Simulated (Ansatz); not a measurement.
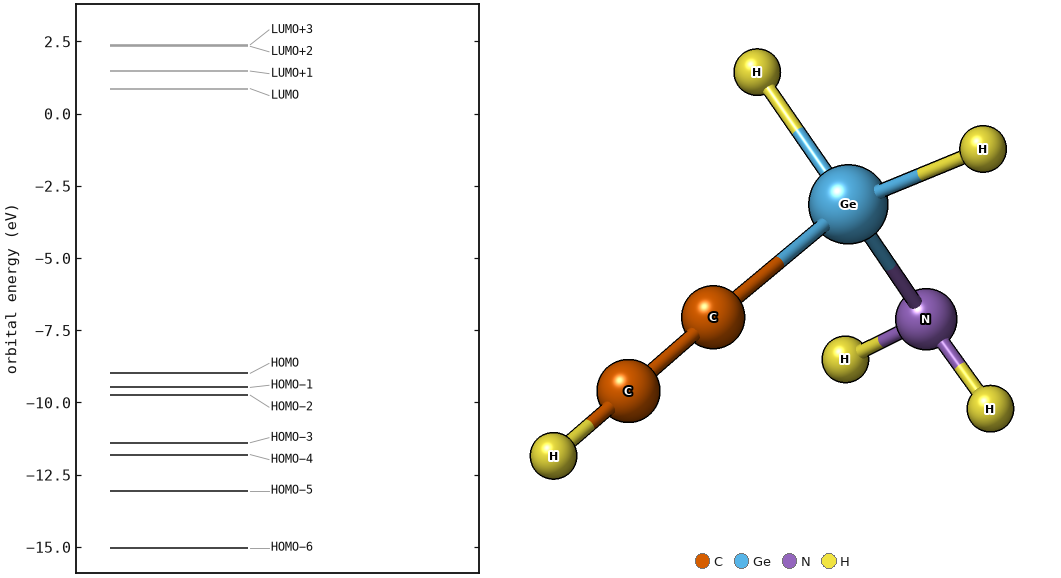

C₂H₅GeN, SMILES C#[C][GeH2][NH2], singlet. Kohn-Sham orbital energies near the frontier, CAM-B3LYP/def2-TZVPP, the Ansatz code, at a PBE0-D4/def2-TZVP geometry (a minimum by its frequencies), isolated molecule; empty levels in grey, levels within 0.03 eV side by side.

Where do the frontier orbitals lie?

Answer. HOMO at −8.99 eV, LUMO at 0.86 eV, 9.85 eV apart.

List the levels.

Answer.
```tsv
orbital	energy (eV)
LUMO+3	2.39
LUMO+2	2.33
LUMO+1	1.47
LUMO	0.86
HOMO	−8.99
HOMO−1	−9.48
HOMO−2	−9.75
HOMO−3	−11.39
HOMO−4	−11.81
HOMO−5	−13.05
HOMO−6	−15.02
```

Caveats: no scalar relativity up to krypton; empty levels above zero depend strongly on the basis.
